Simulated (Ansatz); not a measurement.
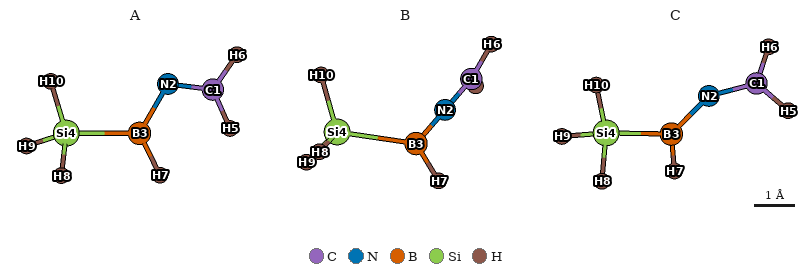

3 geometries from a converged minimum-energy path of CH₆BNSi, shuffled. The picture is a ball-and-stick view, seen from a free direction.

Level of theory: RKS PBE0-D4/6-31G* (Ansatz). Set-up: 7 movable images; climbing image; force threshold 0.03 eV/Å; iteration limit 45; starting path through a guess of the saddle point.

> One of them is the converged climbing image. Which?

A. In order along the path, whose images run from 0 to 8: C (image 2, +0.41 eV), A (image 4, +1.07 eV), B (image 7, +0.01 eV). The motion is a rotation about the C1–N2 bond by about 180°, with a turn of about 360° about N2–B3. No bond forms or breaks between the ends. Among the angles between lasting bonds that change up to the highest image: C1–N2–B3 178.4° → 115.1°, Si4–B3–H7 122.8° → 119.8°.

The run took 7.6 min on 1 thread of Arm Neoverse V2, with other jobs on the host, peak memory 0.15 GiB.
